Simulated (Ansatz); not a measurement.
**BH3OSi: density, localisation and related maps**

The calculation's input:

```
crystal:
  periodic: [false, false, false]
  atoms:
    - {symbol: B, position_ang: [0.145779, -0.443382, -0.098348]}
    - {symbol: O, position_ang: [0.435977, -1.750649, -0.232869]}
    - {symbol: Si, position_ang: [-0.192293, 1.354463, 0.042257]}
    - {symbol: H, position_ang: [-1.158978, 0.073656, -0.346381]}
    - {symbol: H, position_ang: [-0.135556, -2.371110, 0.225063]}
    - {symbol: H, position_ang: [-0.026041, 0.168647, 1.178234]}
basis:
  gaussian: {orbitals: def2-TZVPP}
hamiltonian: {xc: pbe0, dispersion: d4}
output: {orbitals: {seedname: orbitals}}
```

Launched as:

```sh
ansatz run in.yaml --threads 2 --pin off --events-out ev --progress --plain --max-ram 4352MiB
```

Geometry: PBE0-D4/def2-TZVP.

The calculation used RKS PBE0-D4/def2-TZVPP (Ansatz 0.2.0).

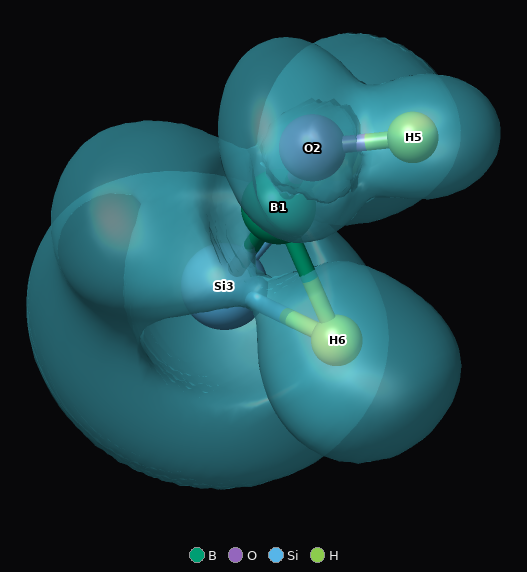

Figure 1. Isosurface of the ELF at 0.75 (cyan), seen at an oblique angle. Only the valence region is drawn (cores and ρ < 0.01 e/Å³ removed).

Q: Where are the electrons localised?

A: At this value the surface marks out one joined region spread over several atoms (H, O), in which their bonds and any lone pairs are merged and one joined region spread over several atoms (H, Si), in which their bonds and any lone pairs are merged. Along the contacts the grid gives the following. B–O (1.35 Å): the ELF peaks at about 0.90 between the atoms: a short, strongly polar bond. Si–B (1.83 Å): the ELF peaks at about 0.75 between the atoms.

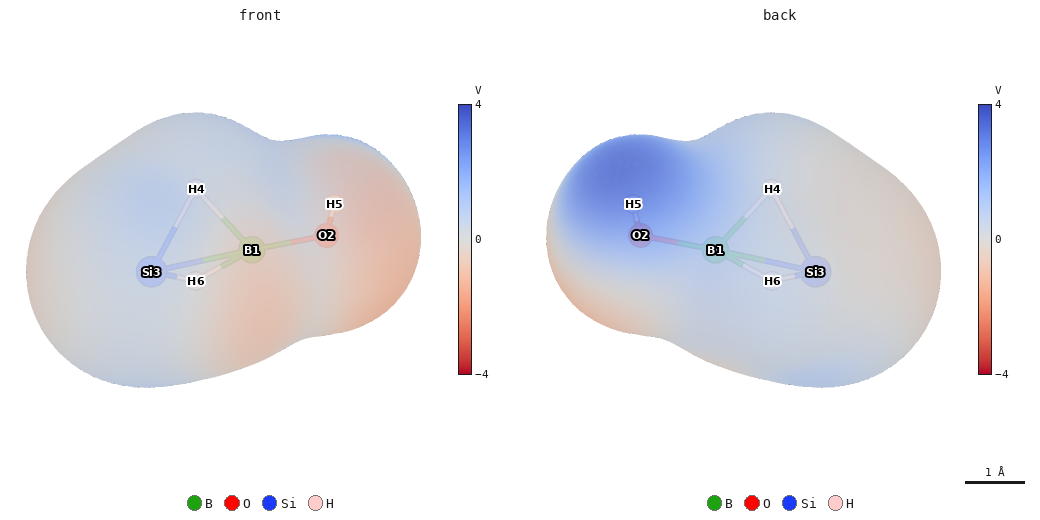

Figure 2. The molecular electrostatic potential painted on the density surface at 0.002 e/bohr³, seen from the front and from behind; the colour scale runs from red (negative) to blue (positive).

Q: Describe the electrostatic potential map.

A: The most negative region (about −1.1 V) lies over O2, the most positive (about +3.1 V) over H5. O2 is the likeliest acceptor of a hydrogen bond.

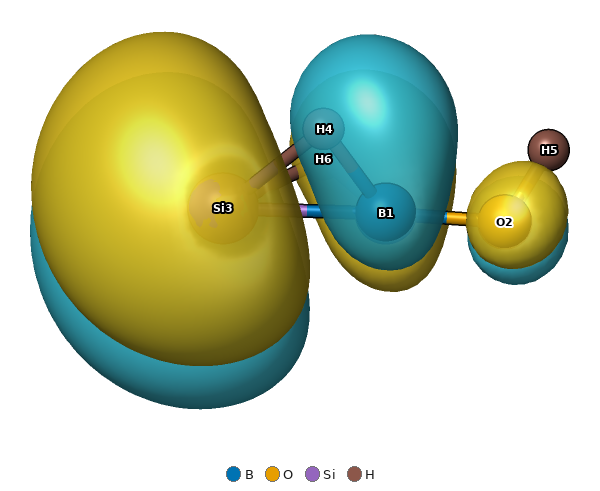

Figure 3. One frontier orbital at ±0.06 Å⁻³ᐟ² (yellow and cyan are the two phases), seen from one side.

Q: Which orbital is it: HOMO or LUMO?

A: The LUMO, at −0.65 eV. Its weight (Hirshfeld) is mainly on Si3 (about 75 %) and B1 (about 10 %).

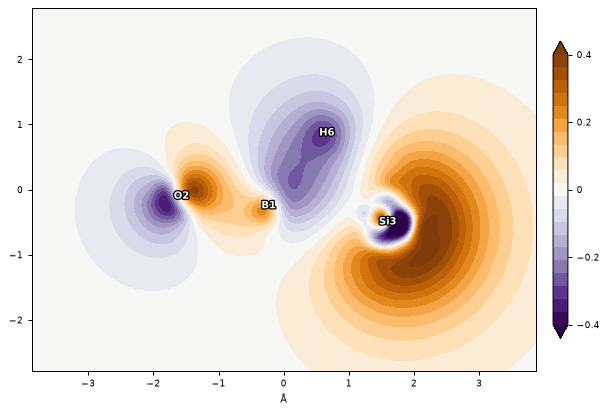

Figure 4. The HOMO−1 on the plane of atoms B1, H6 and Si3 (values in Å⁻³ᐟ²; the overall sign is arbitrary).

Q: What is the character of this orbital?

A: It lies mainly on Si3 (about 75 %), B1 (about 10 %) and O2 (about 5 %). Its energy is −8.43 eV.
